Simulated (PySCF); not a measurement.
C$_{5}$H$_{6}$NO$_{2}$ (SMILES C=CO/[C]=C/NC=O) (doublet)

```xyz
14

C     3.4455   -0.2264    0.2706
C     2.1226   -0.1055    0.2864
O     1.3197   -1.1135   -0.1455
C     0.0144   -1.0425   -0.0191
C    -0.8748   -0.0974   -0.2546
N    -2.2184   -0.2052    0.1077
C    -3.1502    0.6837   -0.3092
O    -2.9292    1.6445   -1.0024
H     4.0741    0.5751    0.6075
H     3.9174   -1.1215   -0.0920
H     1.6105    0.7804    0.6465
H    -0.6956    0.7815   -0.8794
H    -2.4799   -0.9880    0.6884
H    -4.1566    0.4343    0.0728
```

Geometry: GFN2-xTB.

Theory: PySCF, UKS B3LYP, pcH-1 on C H N O, non-relativistic, mean-field spin-orbit, GIAO.

What can the converged electron density, electron localisation function and spin density tell about the bonding?

Answer. C–O (1.21 Å): ρ is about 3.3 e/Å³ halfway; the ELF peaks at about 0.85 between the atoms; a multiple bond.
C–C (1.32 Å): ρ is about 2.3 e/Å³ halfway; the ELF peaks at about 0.90 between the atoms (a multiple bond).
C–N (1.35 Å): ρ is about 2.4 e/Å³ halfway; the ELF peaks at about 0.90 between the atoms, as expected for localised, covalent bonding.
N–H (1.01 Å): ρ at the midpoint is about 2.9 e/Å³; the ELF climbs to about 1 towards the hydrogen, as it does in any bond to H (a covalent bond by its length).
The unpaired spin (1 electron) lies mostly on C4 (about 0.7), O3 (about 0.1) and C5 (about 0.1), in electrons by Hirshfeld's partition.

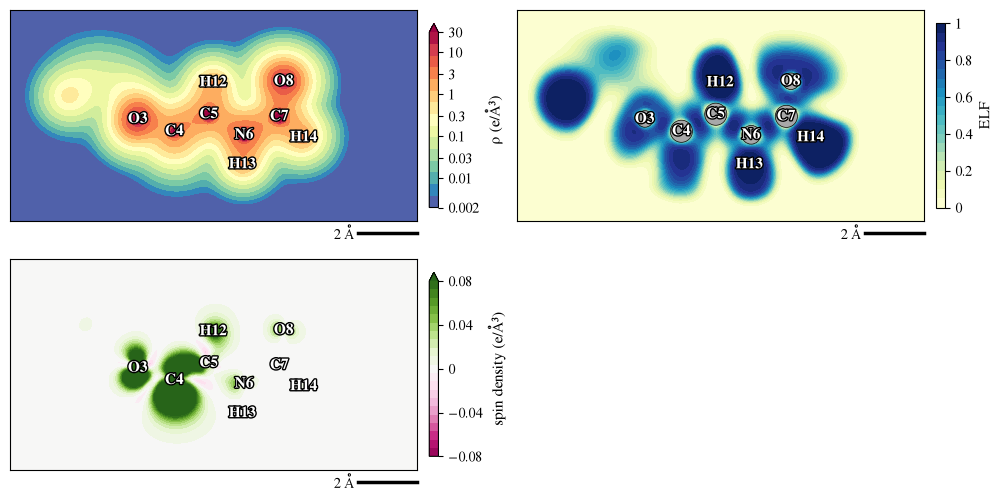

Computed electron density, electron localisation function and spin density on the plane of atoms C5, N6 and H13, in this order. Grey discs cover the atomic cores in the ELF map. 
